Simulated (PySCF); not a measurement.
C4H12O4Ti, SMILES C[O][Ti]([O]C)([O]C)[O]C at its GFN2-xTB optimised geometry (Å):

```
21

C      1.7311    -2.0243    -0.0617
O      1.0618    -0.8046     0.0000
Ti    -0.6750    -0.8046     0.0000
O     -1.2698     0.8264     0.0000
C     -0.6967     1.7955     0.8241
O     -1.3118    -1.6469    -1.3696
C     -2.4367    -1.3183    -2.1228
O     -1.1965    -1.5747     1.4769
C     -2.5333    -1.9129     1.6794
H      2.8171    -1.8463    -0.0707
H      1.4840    -2.6434     0.8196
H      1.4567    -2.5739    -0.9803
H     -1.1663     2.7702     0.6218
H     -0.8595     1.5391     1.8859
H      0.3871     1.8759     0.6338
H     -3.2450    -2.0423    -1.9309
H     -2.1904    -1.3567    -3.1951
H     -2.7944    -0.3031    -1.8747
H     -2.8171    -2.7702     1.0441
H     -2.6817    -2.1980     2.7326
H     -3.1947    -1.0566     1.4501
```

Calculation: PBE0/def2-SVP in PySCF. Cells within 0.4 Å of a nucleus heavier than hydrogen are left out (blank, or x).

Map of the electrostatic potential (hartree/e), clipped to [-0.08, 0.12] on the plane z = 0.0 Å:

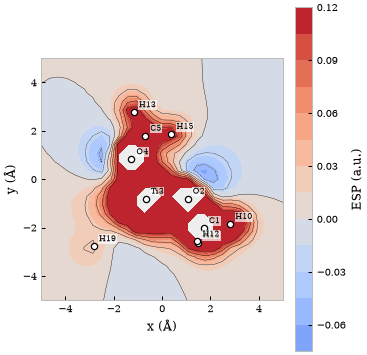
Figure: Electrostatic potential (hartree/e), clipped to [-0.08, 0.12] on the plane z = 0.0 Å.
